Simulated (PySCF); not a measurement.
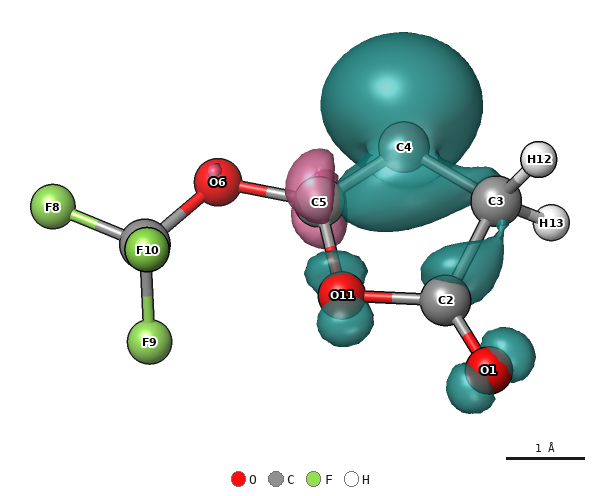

The picture shows: C$_{5}$H$_{2}$F$_{3}$O$_{3}$ (SMILES O=C1C[C]=C(OC(F)(F)F)O1) (doublet). Isosurfaces of the spin density (α minus β) at +0.03 (teal) and −0.03 e/Å³ (pink), seen at a tilt.

Geometry: GFN2-xTB.

These are results of UKS B3LYP, pcH-1 on C F H O, non-relativistic, mean-field spin-orbit, GIAO (PySCF 2.14.0, density-fitted response routines), not measurements.

```csv
atom,x (Å),y (Å),z (Å)
O,-1.2924,2.1612,1.3000
C,-1.0740,1.0934,0.8285
C,-2.0056,-0.1442,0.8652
C,-1.1813,-1.1105,0.1451
C,-0.0481,-0.5674,-0.2437
O,0.9874,-1.0912,-0.9592
C,2.1135,-0.3768,-1.0592
F,3.0073,-1.1125,-1.7042
F,1.9658,0.7574,-1.7456
F,2.6426,-0.0491,0.1214
O,0.0534,0.7717,0.1636
H,-2.2221,-0.4212,1.8979
H,-2.9509,0.0897,0.3726
```

### Where is the unpaired spin?

The unpaired spin (1 electron) lies mostly on C4 (about 0.8), in electrons by Hirshfeld's partition.
